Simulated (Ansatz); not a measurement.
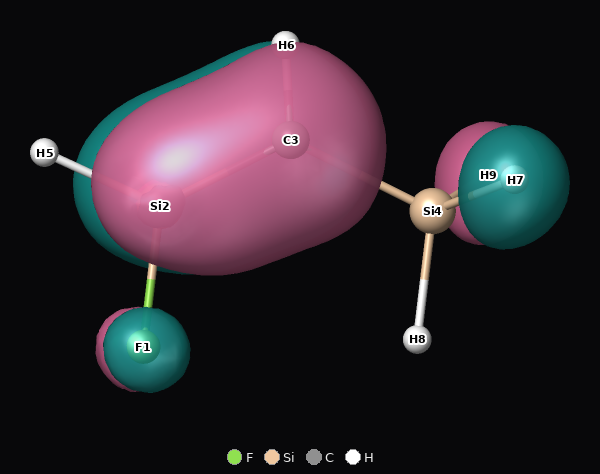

*CH₅FSi₂ (SMILES F[SiH]=C[SiH3]). One frontier orbital at ±0.1 Å⁻³ᐟ² (teal and pink are the two phases), seen across its widest extent.*

Method: RKS PBE/cc-pVDZ in Ansatz.

Input file:

```
crystal:
  periodic: [false, false, false]
  atoms:
    - { symbol: F, position_ang: [0.86216, 0.09473, -2.36871] }
    - { symbol: Si, position_ang: [1.04969, 0.99202, -1.04295] }
    - { symbol: C, position_ang: [0.24305, 0.56227, 0.45557] }
    - { symbol: Si, position_ang: [-0.88645, -0.91319, 0.72677] }
    - { symbol: H, position_ang: [1.93514, 2.02173, -1.53637] }
    - { symbol: H, position_ang: [0.40913, 1.20659, 1.30697] }
    - { symbol: H, position_ang: [-2.07331, -0.87311, -0.14128] }
    - { symbol: H, position_ang: [-0.20156, -2.19097, 0.47595] }
    - { symbol: H, position_ang: [-1.33784, -0.90007, 2.12404] }
basis:
  gaussian: { orbitals: cc-pVDZ }
hamiltonian:
  xc: pbe
relax:
  f_tol: 0.015
  max_steps: 40
output:
  orbitals: {}
```

Launched as:

```sh
ansatz run input.yaml --threads 1 --pin off --max-ram 2048MiB --backend cpu --events-out ev --progress --plain --runs-dir out
```

The fields are those of the relaxed geometry.

> Which orbital is it: HOMO or LUMO?

The HOMO, at −5.73 eV. By Hirshfeld shares it lies mainly on C3 (about 45 %) and Si2 (about 30 %); π-bonding across C3–Si2.
